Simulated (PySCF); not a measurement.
Single-point calculation, with input and output: BCl

System: BCl.
Method: RHF/lanl2dz, ccsd(t) (PySCF 2.14.0).

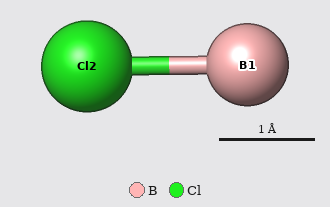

*The input geometry (ball-and-stick view, seen at an oblique angle; atoms are numbered from 1 in the order of the input).*

Bond lengths as drawn: B–Cl 1.69 Å.

**The input**
```python
from pyscf import gto, scf, cc

mol = gto.M(
    atom='B 0 0 0; Cl 0 0 1.687',
    basis='lanl2dz',
    ecp={'Cl': 'lanl2dz'},
    charge=0,
    spin=0,
    verbose=4,
)
mf = scf.RHF(mol)
mf.kernel()
mycc = cc.CCSD(mf, frozen=1)
mycc.kernel()
mycc.ccsd_t()
mf.dip_moment()
print('orbital energies (hartree):', mf.mo_energy[..., max(0, mol.nelec[1]-3):mol.nelec[0]+3].round(4))
```

Run on 1 CPU thread, shared host.

Command:
```bash
OMP_NUM_THREADS=1 python input.py
```

**What the program printed**
```
PySCF version 2.14.0

[INPUT] verbose = 4
[INPUT] num. atoms = 2
[INPUT] num. electrons = 12
[INPUT] charge = 0
[INPUT] spin (= nelec alpha-beta = 2S) = 0
[INPUT] symmetry False subgroup None
[INPUT] Mole.unit = angstrom
[INPUT] Symbol           X                Y                Z      unit          X                Y                Z       unit  Magmom
[INPUT]  1 B      0.000000000000   0.000000000000   0.000000000000 AA    0.000000000000   0.000000000000   0.000000000000 Bohr   0.0
[INPUT]  2 Cl     0.000000000000   0.000000000000   1.687000000000 AA    0.000000000000   0.000000000000   3.187967972141 Bohr   0.0

nuclear repulsion = 10.9787803095436
number of shells = 9
number of NR pGTOs = 37
number of NR cGTOs = 17
basis = lanl2dz
ecp = {'Cl': 'lanl2dz'}

******** <class 'pyscf.scf.hf.RHF'> ********
method = RHF
initial guess = minao
damping factor = 0
level_shift factor = 0
DIIS = <class 'pyscf.scf.diis.CDIIS'>
diis_start_cycle = 1
diis_space = 8
diis_damp = 0
SCF conv_tol = 1e-09
SCF conv_tol_grad = None
SCF max_cycles = 50
direct_scf = True
direct_scf_tol = 1e-13
Set gradient conv threshold to 3.16228e-05
Initial guess from minao.
init E= -37.2038368226865
  HOMO = -0.115416538506769  LUMO = 0.0963469074213367  gap/eV = 5.76238
cycle= 1 E= -39.0945062108218  delta_E= -1.89  |g|= 0.708  |ddm|= 3.35
  HOMO = -0.327302602323613  LUMO = 0.0665650400422133  gap/eV = 10.71768
cycle= 2 E= -39.2677933514893  delta_E= -0.173  |g|= 0.346  |ddm|= 1.04
  HOMO = -0.388380498131399  LUMO = 0.0471339456027932  gap/eV = 11.85095
cycle= 3 E= -39.3055121420085  delta_E= -0.0377  |g|= 0.0492  |ddm|= 0.465
  HOMO = -0.38439753513285  LUMO = 0.0614031537401249  gap/eV = 12.13085
cycle= 4 E= -39.3074136335602  delta_E= -0.0019  |g|= 0.012  |ddm|= 0.144
  HOMO = -0.384516799084192  LUMO = 0.0598950727585138  gap/eV = 12.09306
cycle= 5 E= -39.3075861417777  delta_E= -0.000173  |g|= 0.00161  |ddm|= 0.05
  HOMO = -0.384346098451839  LUMO = 0.0602304545117196  gap/eV = 12.09754
cycle= 6 E= -39.3075879571507  delta_E= -1.82e-06  |g|= 0.000209  |ddm|= 0.00441
  HOMO = -0.384291430130007  LUMO = 0.0602524325315787  gap/eV = 12.09665
cycle= 7 E= -39.3075879867367  delta_E= -2.96e-08  |g|= 2.6e-05  |ddm|= 0.000601
  HOMO = -0.384297326990293  LUMO = 0.0602419830119785  gap/eV = 12.09653
cycle= 8 E= -39.3075879872276  delta_E= -4.91e-10  |g|= 2.64e-06  |ddm|= 7.47e-05
  HOMO = -0.384297000038607  LUMO = 0.060242023702191  gap/eV = 12.09652
Extra cycle  E= -39.3075879872333  delta_E= -5.68e-12  |g|= 8.86e-07  |ddm|= 8.45e-06
converged SCF energy = -39.3075879872333

******** <class 'pyscf.cc.ccsd.CCSD'> ********
CC2 = 0
CCSD nocc = 5, nmo = 16
frozen orbitals 1
max_cycle = 50
direct = 0
conv_tol = 1e-07
conv_tol_normt = 1e-05
diis_space = 6
diis_start_cycle = 0
diis_start_energy_diff = 1e+09
Init t2, MP2 energy = -39.3822475805443  E_corr(MP2) -0.074659593311069
Init E_corr(CCSD) = -0.0746595933115874
cycle = 1  E_corr(CCSD) = -0.0854462689833508  dE = -0.0107866757  norm(t1,t2) = 0.0664463
cycle = 2  E_corr(CCSD) = -0.091757393260001  dE = -0.00631112428  norm(t1,t2) = 0.0289269
cycle = 3  E_corr(CCSD) = -0.0950685708626758  dE = -0.0033111776  norm(t1,t2) = 0.0157114
cycle = 4  E_corr(CCSD) = -0.0960935691637521  dE = -0.0010249983  norm(t1,t2) = 0.00469216
cycle = 5  E_corr(CCSD) = -0.0959427787315317  dE = 0.000150790432  norm(t1,t2) = 0.00125274
cycle = 6  E_corr(CCSD) = -0.0959716644975653  dE = -2.8885766e-05  norm(t1,t2) = 0.000201475
cycle = 7  E_corr(CCSD) = -0.0959601310390166  dE = 1.15334585e-05  norm(t1,t2) = 4.72306e-05
cycle = 8  E_corr(CCSD) = -0.0959619980838907  dE = -1.86704487e-06  norm(t1,t2) = 1.18254e-05
cycle = 9  E_corr(CCSD) = -0.0959619065990544  dE = 9.14848363e-08  norm(t1,t2) = 2.62131e-06
CCSD converged
E(CCSD) = -39.40354989383233  E_corr = -0.09596190659905443
CCSD(T) correction = -0.00316853240436593
Dipole moment(X, Y, Z, Debye): -0.00000, -0.00000,  0.83198
orbital energies (hartree): [-0.5362 -0.5362 -0.3843  0.0602  0.0602  0.1899]
```

**Results in brief**

- outcome: converged
- SCF energy: −39.307588 hartree
- (T) correction: −0.003169 hartree
- dipole moment: 0.83 D
- wall time: 0.71 s
